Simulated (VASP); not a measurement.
Band structure of CaMg3O4 (ordered alloy cell). These are PBEsol GGA, VASP's PBE PAW potentials (set 64) (plane waves; VASP) values and carry that method's errors.

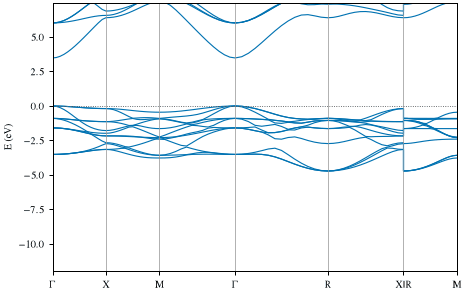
Bands along high-symmetry lines, zero at the valence-band maximum or, without a gap, the Fermi level

**Question.** Read the plot: is there a gap, and where are the band edges?

**Answer.** The gap is direct, 3.48 eV, from the valence maximum at Γ to the conduction minimum at Γ. (Edges off the drawn lines would not show.)

The structure was generated: CaMg3O4 was put into an ordered model structure (Pm-3m), which need not be its known phase. It was relaxed first.
